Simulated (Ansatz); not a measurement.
# Geometry relaxation, with input and output: Ga15FeO24 (part 1 of 4)

- system: Ga15FeO24 (defect cell, 40 atoms in the cell)
- method: DFT PBE, scalar-relativistic, plane waves, PAW, spin-polarised (Ansatz 0.2.0)

The structure derives from a Materials Project entry. It belongs to a series of runs on one base structure; here: Fe on a Ga site (i), charge +0, atoms relaxed at the host's cell, started again with a moment of 1 μB. Figures and captions count atoms from 1; the log counts them from 0 in places.

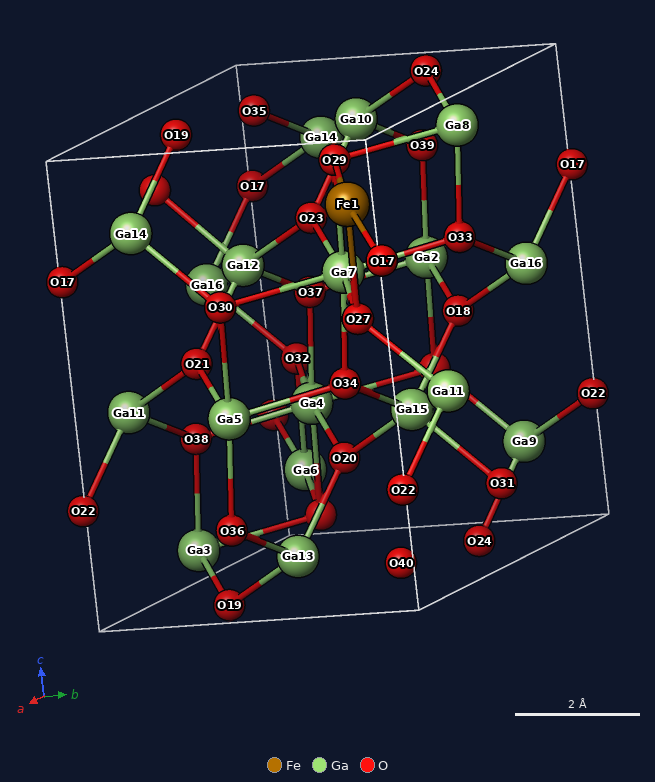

*The starting structure (ball-and-stick view of the cell of the calculation, seen slightly off an axis; atoms are numbered from 1 in the order of the input).*

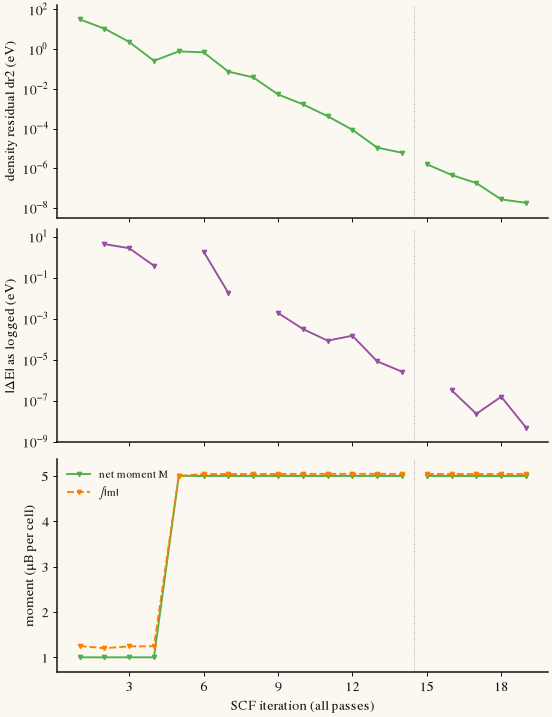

*Convergence of the self-consistent field: density residual dr2, size of the energy change and magnetic moment against the SCF iteration. The dotted lines part the SCF passes of the relaxation: geometry steps, rejected trials and re-solves on a re-selected basis.*

The passes take 14 and 5 iterations. The net moment goes from 1.0 to 5.0 μB per cell.

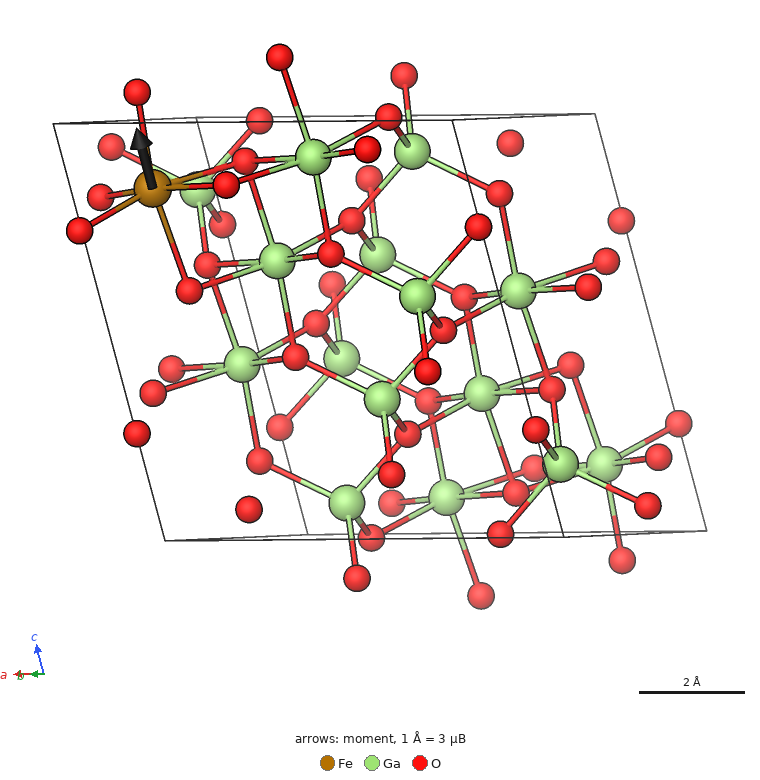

*Magnetic moments of the sites as black arrows (ball-and-stick view of the cell of the calculation, seen at an oblique angle; bonded neighbours outside the cell are drawn too); small moments hardly show. The run is collinear, so the axis drawn is arbitrary.*

Site moments: Fe1 (3.76 μB); O39, O40 (0.15 μB); O17 (0.11 μB); O29 (0.08 μB); O27, O28 (0.07 μB). They are counted near the atoms and needn't add up to the moment of the cell. Atoms are counted from 1 in the order of the input.

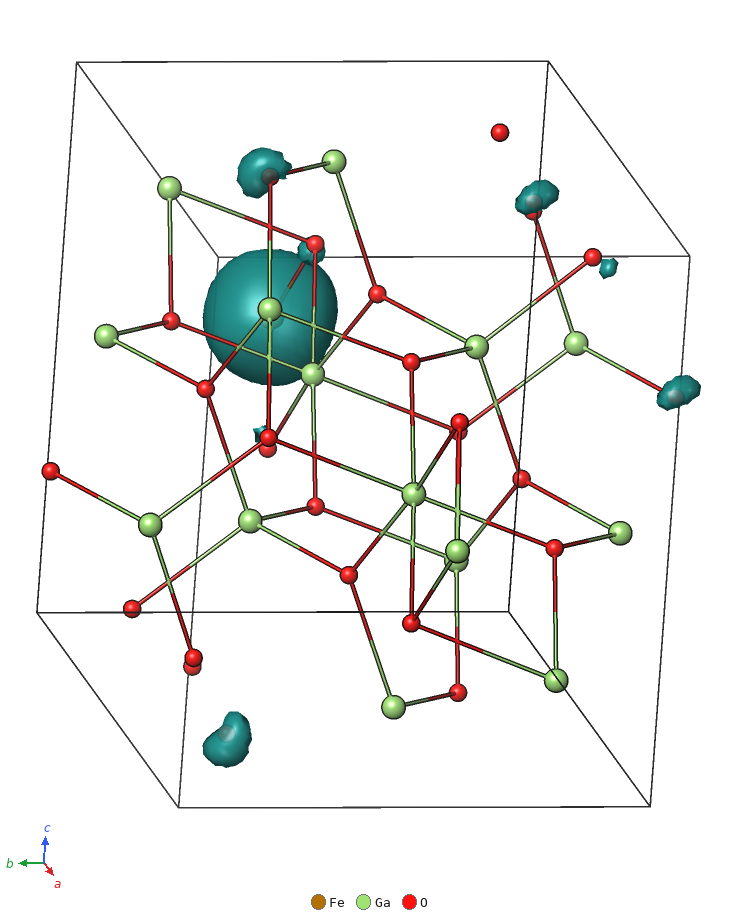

*Isosurface of the spin density (up minus down) at +0.2 e/Å³ (teal), seen at an oblique angle. Sticks mark near contacts. The outline is the calculation cell.*

The spin density sits on Fe: +3.8 μB in one cell of 40 atoms: a single local moment. The cell of the calculation (40 atoms) carries 5.0 μB net. In a PAW calculation such maps are meaningful between the atoms, not at the nuclei.

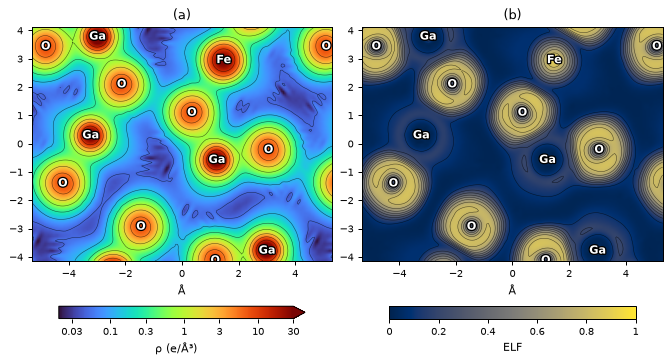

*(a) valence pseudo-density; (b) ELF on the (111) plane of the calculation cell.*

The plane passes through Fe, Ga and O nuclei. Ga–O (1.86 Å): the density is about 0.8 e/Å³ at the midpoint; the ELF is about 0.40 at the midpoint. Ga–O (1.97 Å): ρ is about 0.62 e/Å³ halfway; the ELF is about 0.35 at the midpoint. Ga–O (2.11 Å): ρ is about 0.46 e/Å³ halfway; the ELF is about 0.25 at the midpoint. Fe–O (2.18 Å): the density is about 0.41 e/Å³ at the midpoint; the ELF is about 0.15 at the midpoint. Away from the nuclei the density in this plane falls to 0.02 e/Å³ at its lowest. The strong features right at Fe lie inside the PAW spheres (semicore, d or f shells) and say nothing about bonding.

The input that produced these results follows, with the program's output.

### Input file
```yaml
crystal:
  lattice:
    - [4.8291132753, -1.5416465164, 5.715160944]
    - [6.2270971196, 4.6249395492, 0.0062236436]
    - [-1.3979838443, 6.1665860655, 5.7089373004]
  atoms:
    - { symbol: Fe, position: [0.8554839645, 0.8306822107, 0.8412702127], spin: 1.0 }
    - { symbol: Ga, position: [0.098702958, 0.584992915, 0.5851061844] }
    - { symbol: Ga, position: [0.5971439384, 0.0855938444, 0.0867626348] }
    - { symbol: Ga, position: [0.3491485129, 0.3341061826, 0.3374940537] }
    - { symbol: Ga, position: [0.9001389881, 0.4159396771, 0.4133935572] }
    - { symbol: Ga, position: [0.1504292262, 0.1670305165, 0.1634162421] }
    - { symbol: Ga, position: [0.6519514747, 0.666918514, 0.6633221919] }
    - { symbol: Ga, position: [0.4021003276, 0.9164905678, 0.9132063398] }
    - { symbol: Ga, position: [0.0370761318, 0.7852276925, 0.1720773542] }
    - { symbol: Ga, position: [0.2887373504, 0.5342671306, 0.9205945209] }
    - { symbol: Ga, position: [0.7848793338, 0.0343713521, 0.4206789095] }
    - { symbol: Ga, position: [0.5346978024, 0.2848383496, 0.6709387213] }
    - { symbol: Ga, position: [0.7134765566, 0.4647543909, 0.0802524637] }
    - { symbol: Ga, position: [0.9657535095, 0.2167160834, 0.8298904031] }
    - { symbol: Ga, position: [0.4648672291, 0.7150656581, 0.3305923742] }
    - { symbol: Ga, position: [0.2166152166, 0.9666565179, 0.5789645507] }
    - { symbol: O, position: [1.0021935167, 0.0094927857, 0.7435465285] }
    - { symbol: O, position: [0.2497273069, 0.7589593539, 0.4945303614] }
    - { symbol: O, position: [0.750300158, 0.2573452456, 0.9939513603] }
    - { symbol: O, position: [0.4986999608, 0.5088045591, 0.2441494747] }
    - { symbol: O, position: [0.7506710514, 0.2405816427, 0.507628756] }
    - { symbol: O, position: [0.0008591278, 0.9926168419, 0.2571384842] }
    - { symbol: O, position: [0.5016053797, 0.4923476421, 0.7556426978] }
    - { symbol: O, position: [0.2492626858, 0.7431513965, 0.0056435747] }
    - { symbol: O, position: [0.0881559409, 0.5646414758, 0.3481780916] }
    - { symbol: O, position: [0.3374584824, 0.315737829, 0.0989806963] }
    - { symbol: O, position: [0.8389275259, 0.8127761161, 0.5952167454] }
    - { symbol: O, position: [0.5834506471, 0.0680712077, 0.8505994624] }
    - { symbol: O, position: [0.6593188324, 0.6837233565, 0.9026132613] }
    - { symbol: O, position: [0.9129435635, 0.4353441474, 0.6519828806] }
    - { symbol: O, position: [0.4125076511, 0.9348964275, 0.1528933829] }
    - { symbol: O, position: [0.1621167163, 0.1859883072, 0.4013696236] }
    - { symbol: O, position: [0.4284223442, 0.9012767983, 0.6813102168] }
    - { symbol: O, position: [0.6772818908, 0.6490052399, 0.4321956625] }
    - { symbol: O, position: [0.1770453352, 0.1498509142, 0.9331544766] }
    - { symbol: O, position: [0.9262271039, 0.4006921702, 0.1818855156] }
    - { symbol: O, position: [0.322655591, 0.3507251886, 0.5680724369] }
    - { symbol: O, position: [0.5724453014, 0.1009750002, 0.3181960378] }
    - { symbol: O, position: [0.0763315197, 0.597308212, 0.8181939993] }
    - { symbol: O, position: [0.8229379697, 0.8506029517, 0.0714628075] }
  host:
    lattice:
      - [6.2270971196, -1.5416465164, 0.0062236436]
      - [6.2270971196, 1.5416465164, 0.0062236436]
      - [-1.3979838443, 0.0, 5.7089373004]
    atoms:
      - { symbol: Ga, position: [0.3414969631, 0.3414969631, 0.6858233311] }
      - { symbol: Ga, position: [0.6585030369, 0.6585030369, 0.3141766689] }
      - { symbol: Ga, position: [0.9100736983, 0.9100736983, 0.2052722564] }
      - { symbol: Ga, position: [0.0899263017, 0.0899263017, 0.7947277436] }
      - { symbol: O, position: [0.5039752977, 0.5039752977, 0.7433114352] }
      - { symbol: O, position: [0.4960247023, 0.4960247023, 0.2566885648] }
      - { symbol: O, position: [0.8263047176, 0.8263047176, 0.4356657513] }
      - { symbol: O, position: [0.1736952824, 0.1736952824, 0.5643342487] }
      - { symbol: O, position: [0.1635091202, 0.1635091202, 0.1092019369] }
      - { symbol: O, position: [0.8364908798, 0.8364908798, 0.8907980631] }
basis:
  ecutwfc: 420
  xc_grid: 2
kpoints:
  mp_grid: { grid: [2, 2, 2], shift: [0.5, 0.5, 0.5] }
hamiltonian:
  xc: pbe
scf:
  occupations: { method: gaussian, width: 0.01 }
output:
  forces: true
  stress: false
  eigenvalues: true
  populations: true
  charged_corrections: { defect_position: [0.84903439, 0.83395954, 0.83678894] }
  write_density: true
  write_potential: true
  elf: true
  volumetric_format: npy
magnetization:
  spin_polarized: true
relax:
  adjacent_minimum: "off"
  f_tol: 0.025
  max_steps: 45
```

Launched with:
```bash
ansatz run input.yaml --threads 4 --pin off --max-ram 8192MiB --backend cpu --events-out ev --progress --plain --runs-dir out
```

### What the program printed
```
Engine: ansatz 0.2.0, x86_64-unknown-linux-gnu
Pseudopotentials: kind: paw
Pseudopotential: Fe, paw, valence charge 16, recommended cutoff 420 eV (normal), Fe.paw.azcp
Pseudopotential: Ga, paw, valence charge 13, recommended cutoff 420 eV (normal), Ga.paw.azcp
Pseudopotential: O, paw, valence charge 6, recommended cutoff 420 eV (normal), O.paw.azcp
Functional definition: PBE
  parameter kappa = 0.804
  parameter beta = 0.06672455060314922
  exchange = pbe_x(kappa = kappa, mu = beta*pi^2/3)
  correlation = pbe_c(beta = beta)
Crystal: 40 atoms, lattice volume = 438.553 Å³
Basis set: ecut = 420 eV, 8573 PW (Γ), exchange–correlation on 108×108×120 points (8 copies of the dense FFT grid, shifted against one another)
Bands: 218, of which v1, the nominal top of the filled ones, is band 178 counted from 1 (177 counted from 0)
Symmetry: 1 space group operations
Space group: P1 (ITA 1), of the structure as read, at distance tolerance 7.6e-5 Å
Magnetic group: BNS 1.1 (UNI 1), of the structure as read, at distance tolerance 7.6e-5 Å
k-points: 4 of 8 (time reversal used)
Non-local potential: Fe, projectors of the file, l = 0: 3, l = 1: 2, l = 2: 3, l = 3: 1
Non-local potential: Ga, projectors of the file, l = 0: 2, l = 1: 2, l = 2: 3, l = 3: 1
Non-local potential: O, projectors of the file, l = 0: 2, l = 1: 2, l = 2: 1
PAW form: soft (Blöchl's): semilocal exchange-correlation on the pseudo side does not see the compensation charge
PAW one-centre angular grid: Fe, 590 points (default); XC on 64 Gauss nodes
PAW one-centre angular grid: Ga, 590 points (default); XC on 64 Gauss nodes
PAW one-centre angular grid: O, 110 points (default); XC on 64 Gauss nodes
Initial density: superposition of atomic densities (chi_scale 0.1, normalization cell, long waves kept (reshape's long-wave potential 0.07 eV rms))
Starting moments: Σ|m| = 1 μB on 1 of 40 sites
Initial wavefunctions: pseudopotential atomic-orbital guess
Functional: x = pbe(κ = 0.804, μ = 0.2195149727645171), c = pbe(β = 0.06672455060314922)
```
